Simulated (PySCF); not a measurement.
# C2H7GeNSi (SMILES [CH3][GeH]([SiH3])[C]#N) at 4 levels

Wanted: a comparison of 4 runs (BLYP/cc-pVDZ, PBE0/cc-pVDZ, PBE0/def2-SVP, PBE/aug-cc-pVDZ) of C2H7GeNSi. Input form: a Python script.

The calculation is run with PySCF 2.14.0.

## (1) The structure to begin with

C2H7GeNSi: 12 atoms, total charge 0, spin state singlet. SMILES: `[CH3][GeH]([SiH3])[C]#N`. The shape comes from GFN2-xTB, which is rough for such elements, and wasn't checked as a minimum.

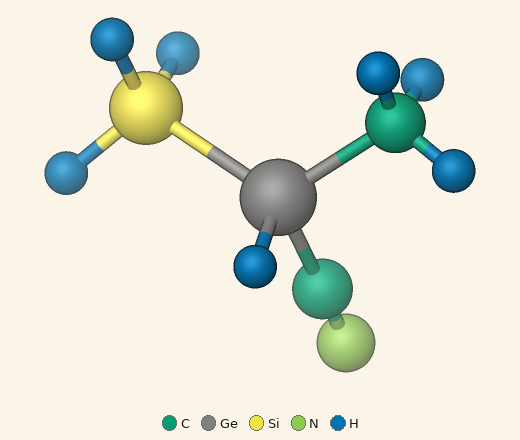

The structure, seen from a chosen angle (carbon teal, germanium grey, silicon yellow, nitrogen green, hydrogen blue).

## (2) Energy and gradient at BLYP/cc-pVDZ (run 1)

start.xyz reads:

```xyz
12
C2H7GeNSi
C     -1.795510    -0.380800     0.382950
Ge    -0.017210     0.489490     0.361070
Si     1.836920    -0.874040    -0.135450
C     -0.152710     1.893350    -0.947410
N     -0.189490     2.719250    -1.741310
H     -1.836980    -1.136770     1.163910
H     -2.588040     0.341280     0.565510
H     -1.994560    -0.869360    -0.568710
H      0.086380     1.320840     1.631120
H      3.066260    -0.084410    -0.139670
H      1.644650    -1.491740    -1.447720
H      1.940280    -1.927090     0.875710
```

run.py reads:

```python
# [CH3][GeH]([SiH3])[C]#N
import pyscf.grad
from pyscf import gto, dft

system = gto.M(
    atom='start.xyz',
    charge=0,
    spin=0,
    basis='cc-pvdz',
    verbose=4,
    max_memory=1860,
)

ks = dft.RKS(system, xc='blyp')
ks.conv_tol = 1e-10
ks.grids.level = 5
ks.kernel()
if not ks.converged:
    ks = ks.newton().run(ks.mo_coeff, ks.mo_occ)

energy = ks.e_tot
print(f'total energy: {energy:.8f} hartree')
grad = ks.Gradients().kernel()
ks.analyze()
```

Launch:

```console
$ OMP_NUM_THREADS=1 python run.py
```

Output:

```text
PySCF version 2.14.0

[... 107 lines left out ...]
MO #1   energy= -397.239815622572  occ= 2
[... 10 lines left out ...]
MO #12  energy= -4.2223238261626   occ= 2
[... 10 lines left out ...]
MO #23  energy= -0.805326993550518 occ= 2
[... 10 lines left out ...]
MO #34  energy= -0.282361534336376 occ= 2
[... 10 lines left out ...]
MO #45  energy= 0.0881173442351739 occ= 0
[... 10 lines left out ...]
MO #56  energy= 0.315863219759803  occ= 0
[... 10 lines left out ...]
MO #67  energy= 0.528861681928475  occ= 0
[... 10 lines left out ...]
MO #78  energy= 0.796999311706525  occ= 0
[... 10 lines left out ...]
MO #89  energy= 1.14014688658875   occ= 0
[... 10 lines left out ...]
MO #100 energy= 1.54274100418466   occ= 0
[... 10 lines left out ...]
MO #111 energy= 1.89449257357632   occ= 0
[... 10 lines left out ...]
MO #122 energy= 2.78292760667929   occ= 0
[... 98 lines left out ...]
pop of  6 H 2pz           0.00005
pop of  7 H 1s            0.87741
pop of  7 H 2s            0.00752
pop of  7 H 2px           0.00019
pop of  7 H 2py           0.00026
pop of  7 H 2pz           0.00076
pop of  8 H 1s            1.04213
pop of  8 H 2s            0.00455
pop of  8 H 2px           0.00008
pop of  8 H 2py           0.00085
pop of  8 H 2pz           0.00163
pop of  9 H 1s            1.05602
pop of  9 H 2s            0.00533
pop of  9 H 2px           0.00268
pop of  9 H 2py           0.00109
pop of  9 H 2pz           0.00001
pop of  10 H 1s           1.05982
pop of  10 H 2s           0.00519
pop of  10 H 2px          0.00006
pop of  10 H 2py          0.00067
pop of  10 H 2pz          0.00300
pop of  11 H 1s           1.06528
pop of  11 H 2s           0.00486
pop of  11 H 2px          0.00004
pop of  11 H 2py          0.00195
pop of  11 H 2pz          0.00172
 ** Mulliken atomic charges  **
charge of    0C =     -0.46664
charge of    1Ge =      0.40328
charge of    2Si =      0.26824
charge of    3C =     -0.12077
charge of    4N =     -0.17336
charge of    5H =      0.11203
charge of    6H =      0.12030
charge of    7H =      0.11386
charge of    8H =     -0.04924
charge of    9H =     -0.06513
charge of   10H =     -0.06874
charge of   11H =     -0.07384
Dipole moment(X, Y, Z, Debye):  0.02469, -3.36466,  2.26476
```

Wall time 2.7 min (1 thread of Intel Xeon at 2.50GHz (Skylake/Cascade Lake), shared host); peak memory 1.3 GiB.

## (3) Energy and gradient at PBE0/cc-pVDZ (run 2)

run.py reads:

```python
from pyscf import gto, dft

mol = gto.M(
    atom='''
C     -1.795510    -0.380800     0.382950
Ge    -0.017210     0.489490     0.361070
Si     1.836920    -0.874040    -0.135450
C     -0.152710     1.893350    -0.947410
N     -0.189490     2.719250    -1.741310
H     -1.836980    -1.136770     1.163910
H     -2.588040     0.341280     0.565510
H     -1.994560    -0.869360    -0.568710
H      0.086380     1.320840     1.631120
H      3.066260    -0.084410    -0.139670
H      1.644650    -1.491740    -1.447720
H      1.940280    -1.927090     0.875710
''',
    charge=0,
    verbose=4,
    max_memory=1860,
    basis='cc-pvdz',
)

mf = dft.RKS(mol, xc='pbe0')
mf.grids.level = 5
mf.conv_tol = 1e-10
mf.kernel()
if not mf.converged:
    mf = mf.newton().run(mf.mo_coeff, mf.mo_occ)

e_tot = mf.e_tot
print('E(%s) = %.9f' % ('PBE0', e_tot))
grad = mf.nuc_grad_method().kernel()
mf.analyze()
```

Launch:

```console
$ OMP_NUM_THREADS=1 python run.py
```

Output:

```text
PySCF version 2.14.0

[... 102 lines left out ...]
MO #1   energy= -399.163743559182  occ= 2
[... 10 lines left out ...]
MO #12  energy= -4.48417787209156  occ= 2
[... 10 lines left out ...]
MO #23  energy= -0.924501577034222 occ= 2
[... 10 lines left out ...]
MO #34  energy= -0.352391878307651 occ= 2
[... 10 lines left out ...]
MO #45  energy= 0.121230434554385  occ= 0
[... 10 lines left out ...]
MO #56  energy= 0.357869963500245  occ= 0
[... 10 lines left out ...]
MO #67  energy= 0.57219511912729   occ= 0
[... 10 lines left out ...]
MO #78  energy= 0.860200559941821  occ= 0
[... 10 lines left out ...]
MO #89  energy= 1.19440817940749   occ= 0
[... 10 lines left out ...]
MO #100 energy= 1.6062851049888    occ= 0
[... 10 lines left out ...]
MO #111 energy= 1.96356152092446   occ= 0
[... 10 lines left out ...]
MO #122 energy= 2.88206991693945   occ= 0
[... 98 lines left out ...]
pop of  6 H 2pz           0.00007
pop of  7 H 1s            0.86883
pop of  7 H 2s            0.00814
pop of  7 H 2px           0.00023
pop of  7 H 2py           0.00032
pop of  7 H 2pz           0.00093
pop of  8 H 1s            1.03864
pop of  8 H 2s            0.00406
pop of  8 H 2px           0.00007
pop of  8 H 2py           0.00093
pop of  8 H 2pz           0.00182
pop of  9 H 1s            1.05019
pop of  9 H 2s            0.00489
pop of  9 H 2px           0.00276
pop of  9 H 2py           0.00110
pop of  9 H 2pz           0.00001
pop of  10 H 1s           1.05386
pop of  10 H 2s           0.00475
pop of  10 H 2px          0.00006
pop of  10 H 2py          0.00069
pop of  10 H 2pz          0.00306
pop of  11 H 1s           1.05934
pop of  11 H 2s           0.00442
pop of  11 H 2px          0.00004
pop of  11 H 2py          0.00200
pop of  11 H 2pz          0.00174
 ** Mulliken atomic charges  **
charge of    0C =     -0.49255
charge of    1Ge =      0.41254
charge of    2Si =      0.24761
charge of    3C =     -0.12309
charge of    4N =     -0.17944
charge of    5H =      0.11979
charge of    6H =      0.12801
charge of    7H =      0.12155
charge of    8H =     -0.04551
charge of    9H =     -0.05896
charge of   10H =     -0.06242
charge of   11H =     -0.06754
Dipole moment(X, Y, Z, Debye):  0.05827, -3.47312,  2.37601
```

Wall time 2.8 min (1 thread of Intel Xeon at 2.50GHz (Skylake/Cascade Lake), shared host); peak memory 1.3 GiB.

Run 3 isn't shown in full; the table further down has it.

## (4) Energy and gradient at PBE/aug-cc-pVDZ (run 4)

start.xyz is that of step 2.

calc.py reads:

```python
from pyscf import gto, dft

mol = gto.M(
    atom='start.xyz',
    max_memory=1860,
    verbose=4,
    basis='aug-cc-pvdz',
)

ks = dft.RKS(mol, xc='pbe')
ks.conv_tol = 1e-10
ks.grids.level = 5
ks.kernel()
if not ks.converged:
    ks = ks.newton().run(ks.mo_coeff, ks.mo_occ)

energy = ks.e_tot
print('Final energy', energy)
grad = ks.nuc_grad_method().kernel()
ks.analyze()
```

Launch:

```console
$ OMP_NUM_THREADS=1 python calc.py
```

Output:

```text
PySCF version 2.14.0

[... 104 lines left out ...]
One-electron Energy =                -4288.274293023245264
[... 19 lines left out ...]
MO #15  energy= -3.49114098674612  occ= 2
[... 17 lines left out ...]
MO #33  energy= -0.317552402122685 occ= 2
[... 17 lines left out ...]
MO #51  energy= 0.04861028077784   occ= 0
[... 17 lines left out ...]
MO #69  energy= 0.150606670750117  occ= 0
[... 17 lines left out ...]
MO #87  energy= 0.31503103331622   occ= 0
[... 17 lines left out ...]
MO #105 energy= 0.45336004930758   occ= 0
[... 17 lines left out ...]
MO #123 energy= 0.656131764799591  occ= 0
[... 17 lines left out ...]
MO #141 energy= 0.903274053050366  occ= 0
[... 17 lines left out ...]
MO #159 energy= 1.4780398584407    occ= 0
[... 17 lines left out ...]
MO #177 energy= 1.85725615560052   occ= 0
[... 17 lines left out ...]
MO #195 energy= 3.05830414613369   occ= 0
[... 171 lines left out ...]
pop of  9 H 2s            0.00422
pop of  9 H 3s            0.00084
pop of  9 H 2px           0.00187
pop of  9 H 2py           0.00085
pop of  9 H 2pz           0.00016
pop of  9 H 3px           0.00045
pop of  9 H 3py           0.00068
pop of  9 H 3pz           0.00064
pop of  10 H 1s           1.03865
pop of  10 H 2s           0.00396
pop of  10 H 3s           0.00089
pop of  10 H 2px          0.00017
pop of  10 H 2py          0.00056
pop of  10 H 2pz          0.00215
pop of  10 H 3px          0.00072
pop of  10 H 3py          0.00057
pop of  10 H 3pz          0.00049
pop of  11 H 1s           1.04391
pop of  11 H 2s           0.00384
pop of  11 H 3s           0.00077
pop of  11 H 2px          0.00017
pop of  11 H 2py          0.00139
pop of  11 H 2pz          0.00117
pop of  11 H 3px          0.00063
pop of  11 H 3py          0.00050
pop of  11 H 3pz          0.00064
 ** Mulliken atomic charges  **
charge of    0C =     -0.51559
charge of    1Ge =      0.37746
charge of    2Si =      0.21005
charge of    3C =     -0.09943
charge of    4N =     -0.19626
charge of    5H =      0.13004
charge of    6H =      0.13863
charge of    7H =      0.13150
charge of    8H =     -0.03067
charge of    9H =     -0.04453
charge of   10H =     -0.04817
charge of   11H =     -0.05302
Dipole moment(X, Y, Z, Debye):  0.10326, -3.62014,  2.51520
```

Wall time 7.1 min (1 thread of Intel Xeon at 2.50GHz (Skylake/Cascade Lake), shared host); peak memory 3 GiB.

## (5) All runs side by side

```tsv
run	level	energy (Eh)	dipole moment (D)	HOMO energy (eV)	LUMO energy (eV)	wall time
1	BLYP/cc-pVDZ	-2501.607573	4.06	-7.20	-0.91	2.7 min
2	PBE0/cc-pVDZ	-2501.081431	4.21	-8.60	-0.26	2.8 min
3	PBE0/def2-SVP	-2500.656070	4.22	-8.68	-0.33	2.4 min
4	PBE/aug-cc-pVDZ	-2500.991870	4.41	-7.56	-1.43	7.1 min
```

## (6) Outcome

| quantity | value |
| --- | --- |
| run 4: total energy | -2500.99187 Eh |
| run 4: dipole moment | 4.41 D |
| run 4: HOMO energy | -7.56 eV |
| run 4: LUMO energy | -1.43 eV |
| run 4: HOMO–LUMO gap | 6.13 eV |
| run 4: largest force on an atom | 3.671 eV/Å |

In words: The dipole moment (its size) runs from 4.06 D (BLYP/cc-pVDZ) to 4.41 D (PBE/aug-cc-pVDZ). The two ends differ in method and basis. The HOMO–LUMO gap runs from 6.13 eV (PBE/aug-cc-pVDZ) to 8.35 eV (PBE0/def2-SVP). Totals of different functionals can't be ranked against each other. All runs together took 15 min, the longest 7.1 min.
